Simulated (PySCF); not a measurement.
System: C6H6BF2N (SMILES [NH2+]c1cccc(B(F)F)c1) (charge +1, doublet).

Input file:

```
{"job": {"kind": "epr", "basis": "pcH-1"}, "charge": 1, "multiplicity": 2}
N     -2.258804    -1.269913     0.041709
C     -1.229433    -0.436166     0.008412
C     -1.437472     0.975191    -0.062890
C     -0.361336     1.821851    -0.095453
C      0.943455     1.310473    -0.059094
C      1.187502    -0.080708     0.013201
B      2.671364    -0.639554     0.058369
F      3.699253     0.159621     0.038175
F      2.902965    -1.922130     0.119516
C      0.107320    -0.937548     0.044689
H     -2.117497    -2.271443     0.092460
H     -3.211612    -0.927344     0.016842
H     -2.446956     1.357337    -0.090860
H     -0.512390     2.889267    -0.149337
H      1.787419     1.984530    -0.086038
H      0.268622    -2.004522     0.098890
```

Command:

```sh
OMP_NUM_THREADS=1 python probes_run.py task.json out
```

Geometry: GFN2-xTB.

Theory: UKS B3LYP, pcH-1 on B C F H N, non-relativistic, mean-field spin-orbit, GIAO in PySCF 2.14.0, density-fitted response routines.

What can the converged electron density, electron localisation function and spin density tell about the bonding?

B–F (1.30 Å): ρ is about 2.3 e/Å³ halfway; the ELF peaks at about 0.85 between the atoms: a shared but strongly polarised pair.
C–N (1.33 Å): ρ at the midpoint is about 2.5 e/Å³; the ELF peaks at about 0.90 between the atoms, as expected for localised, covalent bonding.
C–C (1.37 Å): the density is about 2.2 e/Å³ at the midpoint; the ELF peaks at about 0.95 between the atoms (a covalent bond).
C–B (1.59 Å): the density is about 1.4 e/Å³ at the midpoint; the ELF peaks at about 1 between the atoms; a covalent bond.
The unpaired spin (1 electron) lies mostly on N1 (about 0.3), C5 (about 0.3), C10 (about 0.2), C3 (about 0.1) and C2 (about 0.1), in electrons by Hirshfeld's partition.

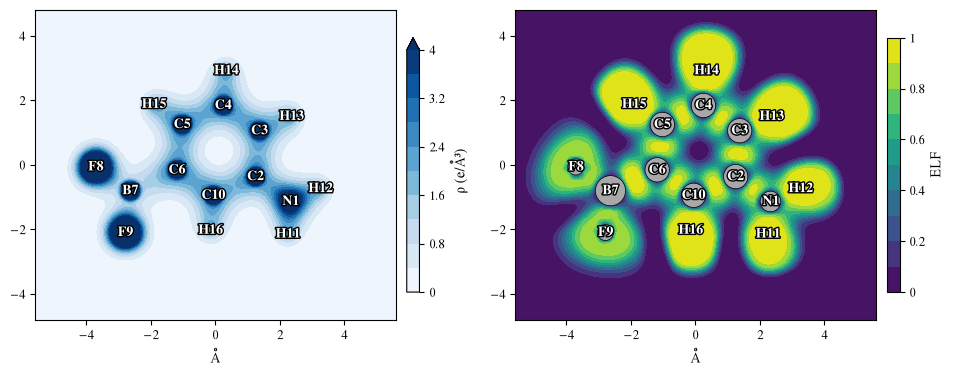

Computed electron density and electron localisation function on the molecular plane, in this order. Grey discs cover the atomic cores in the ELF map. 
